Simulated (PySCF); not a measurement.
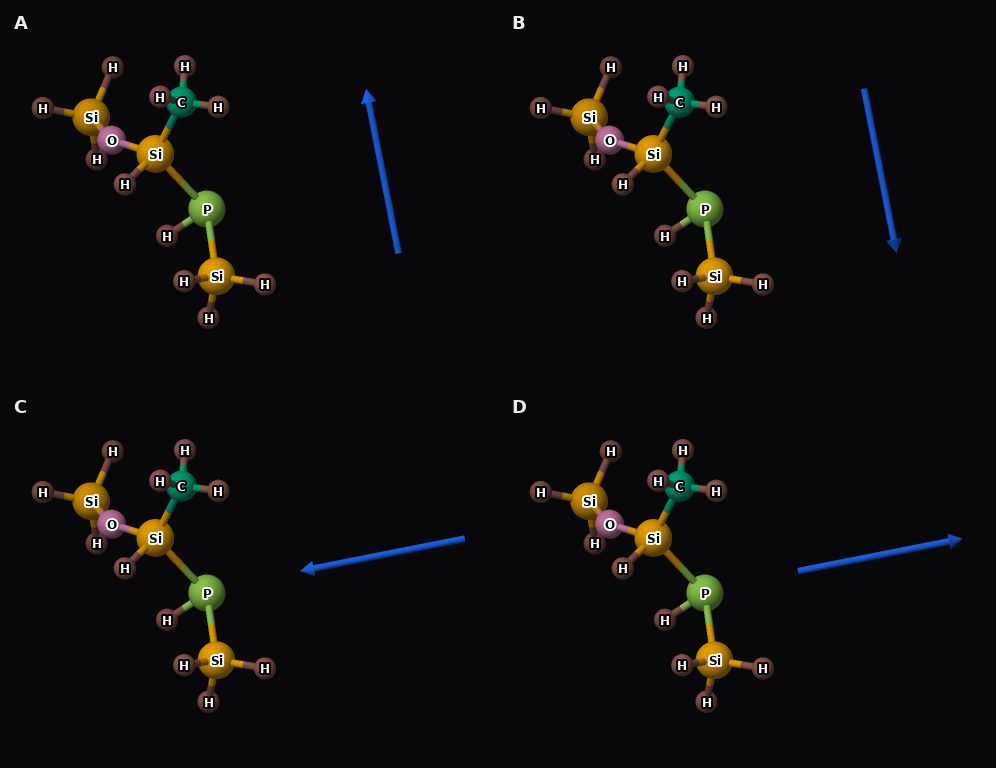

The same molecule four times, each with an arrow. Geometry: a frame of a GFN2-xTB molecular-dynamics simulation, not a minimum. Properties computed with PBE0/pcSseg-1, gas phase (PySCF 2.14.0).

Which arrow points along the dipole moment, from the negative to the positive end?

Answer. A. The dipole moment is 1.88 D.
